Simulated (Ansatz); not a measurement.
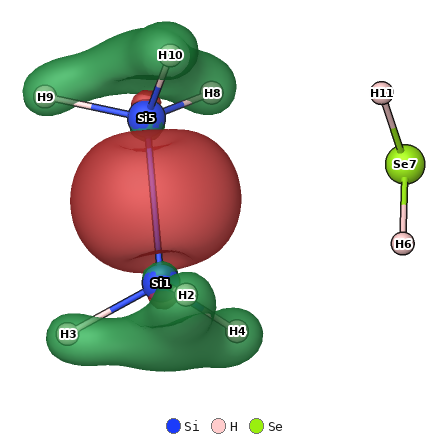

*H6Si2···H2Se. The HOMO−1 at ±0.15 Å⁻³ᐟ² (green and red are the two phases), seen at a tilt.*

The reactant side of a reaction path; geometry: PBE0-D4/def2-TZVP.

These are results of Ansatz, RKS PBE0-D4/def2-TZVPP, not measurements.

```xyz
11

Si   -0.1474   -0.9169   -1.1777
H     0.9764   -0.1179   -1.7359
H    -0.0881   -2.2751   -1.7879
H    -1.4300   -0.2859   -1.5872
Si    0.0151   -1.0738    1.1576
H     0.1375    2.7585   -1.0687
Se   -0.4667    2.5626    0.2538
H    -1.2269   -0.5870    1.8137
H     0.2242   -2.4933    1.5591
H     1.1675   -0.2830    1.6661
H     0.8385    2.7119    0.9070
```

**What is the character of this orbital?**

By Hirshfeld shares it lies mainly on Si5 (about 35 %) and Si1 (about 35 %). Its energy is −8.28 eV.
